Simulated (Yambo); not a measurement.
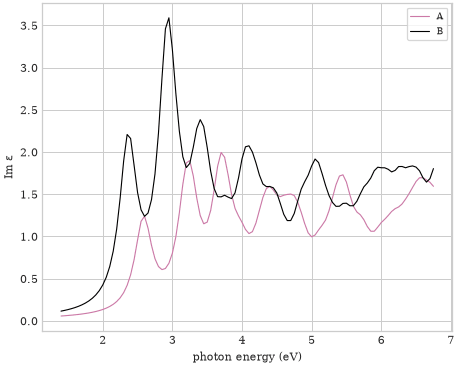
Fig. 1. Two computed absorption spectra of ZnO (wurtzite, space group P6_3mc, No. 186) (Yambo, LDA bands with the same scissor, field along x)

Axes are Cartesian, with cell vectors (Å) (3.18, 0.00, 0.00), (-1.59, 2.76, 0.00), (0.00, 0.00, 5.15).

Question: Which curve includes the electron-hole attraction (BSE)?

Answer: Curve B: the attraction moves weight to lower energy (centre of the plotted range 4.3 eV against 4.6 eV). Settings: 12×12×6 mesh, 5 valence and 2 conduction bands, static screening with 42 bands and a 4 Ry block, scissor 1.71 eV, Tamm-Dancoff. The scissor comes from a G0W0 run whose convergence isn't established. Broadening 0.15 eV. The band window holds all transitions up to 6.8 eV. On this mesh the peak heights and the fine structure are mesh artefacts; only the shift of weight is robust.

Geometry relaxed with LDA; primitive cell a = 3.1845 Å, b = 3.1845 Å, c = 5.1459 Å, α = 90.00°, β = 90.00°, γ = 120.00°.

With a shallow 3d shell G0W0 needs far more bands and larger blocks than here, so the scissor is uncertain by tenths of an eV or more.
